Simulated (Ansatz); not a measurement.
# H₂OSi: what the fields show

```xyz
4

H    -1.1905    0.2083    0.8281
O    -0.0673   -0.1861   -1.5401
Si   -0.0015   -0.0042   -0.0367
H     1.2594   -0.0179    0.7487
```

The product side of a reaction path; geometry: PBE0-D4/def2-TZVP.

Theory: RKS PBE0-D4/def2-TZVPP (Ansatz).

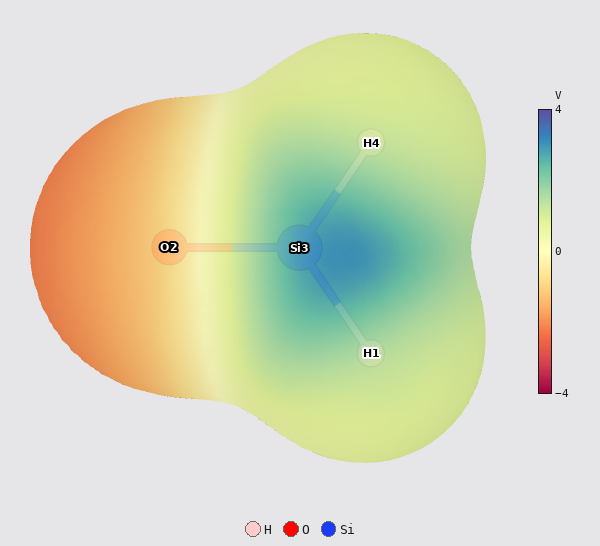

Figure 1. The molecular electrostatic potential painted on the density surface at 0.002 e/bohr³, seen across its widest extent; red is negative and blue positive.

> Which sites attract a positive test charge, and which a negative one?

A positive charge is drawn to the negative regions and a negative charge to the positive ones. The most negative region (about −2.1 V, or −48 kcal/mol for a unit charge) lies over O2, the most positive (about +3.0 V, or +69 kcal/mol for a unit charge) over Si3. O2 is the likeliest acceptor of a hydrogen bond.

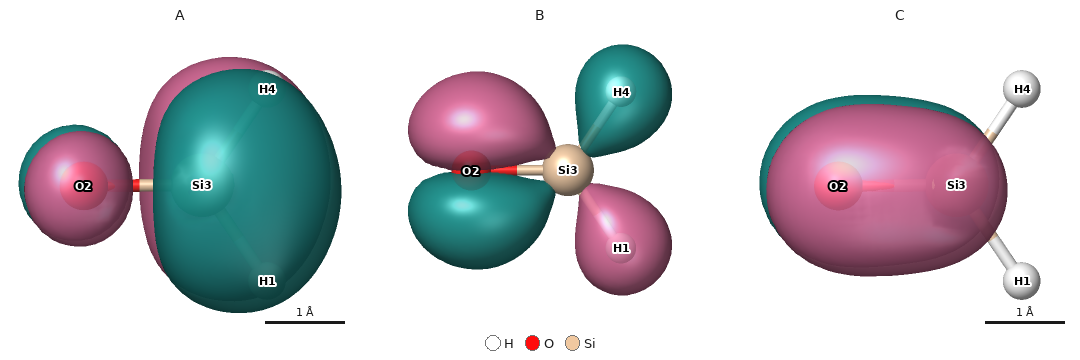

Figure 2. Three frontier orbitals at ±0.1 Å⁻³ᐟ² (teal and pink are the two phases), in no order.

> Order the three orbitals by energy and name them.

C is the HOMO−1 (−9.16 eV). Its weight (Hirshfeld) is mainly on O2 (about 70 %) and Si3 (about 30 %); it changes sign across the molecular plane (π type); π-bonding across O2–Si3. B is the HOMO (−8.28 eV). By Hirshfeld shares it lies mainly on O2 (about 70 %), Si3 (about 15 %), H1 (about 5 %) and H4 (about 5 %); it is symmetric in the molecular plane (an in-plane orbital: σ, lone-pair or in-plane π type). A is the LUMO (−2.22 eV). It lies mainly on Si3 (about 70 %), O2 (about 15 %), H1 (about 5 %) and H4 (about 5 %); it changes sign across the molecular plane (π type).

> What is the HOMO–LUMO gap?

6.06 eV between the orbital energies.

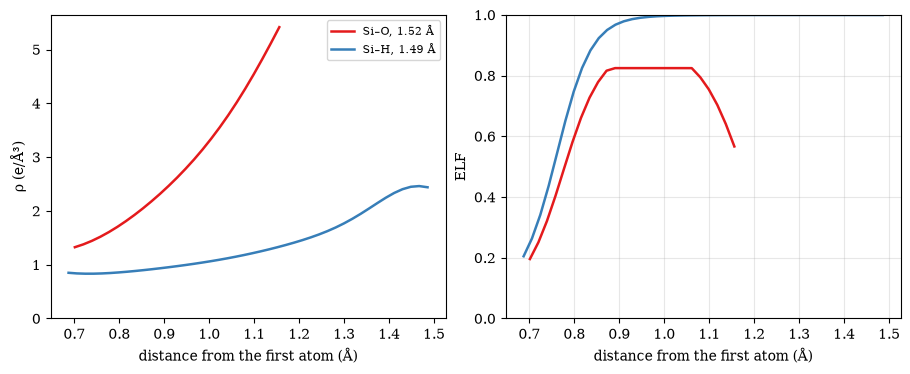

Figure 3. Total electron density and electron localisation function along straight lines between neighbouring atoms. The curves leave out the atomic cores.

> Compare the contacts.

Si–O (1.52 Å): ρ is about 1.5 e/Å³ halfway; the ELF peaks at about 0.80 between the atoms (a short, strongly polar bond).
Si–H (1.49 Å): ρ at the midpoint is about 0.83 e/Å³; the ELF climbs to about 1 towards the hydrogen, as it does in any bond to H.

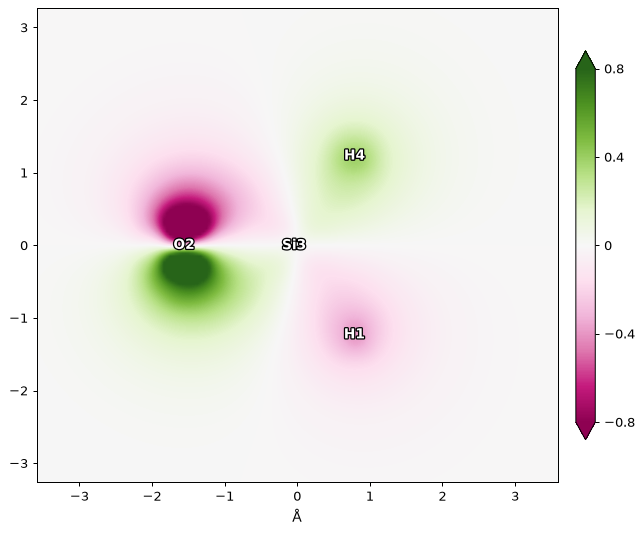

Figure 4. The HOMO on the molecular plane (values in Å⁻³ᐟ²; the overall sign is arbitrary).

> Where does this orbital lie, and at what energy?

By Hirshfeld shares it lies mainly on O2 (about 70 %), Si3 (about 15 %), H1 (about 5 %) and H4 (about 5 %); it is symmetric in the molecular plane (an in-plane orbital: σ, lone-pair or in-plane π type). Its energy is −8.28 eV.
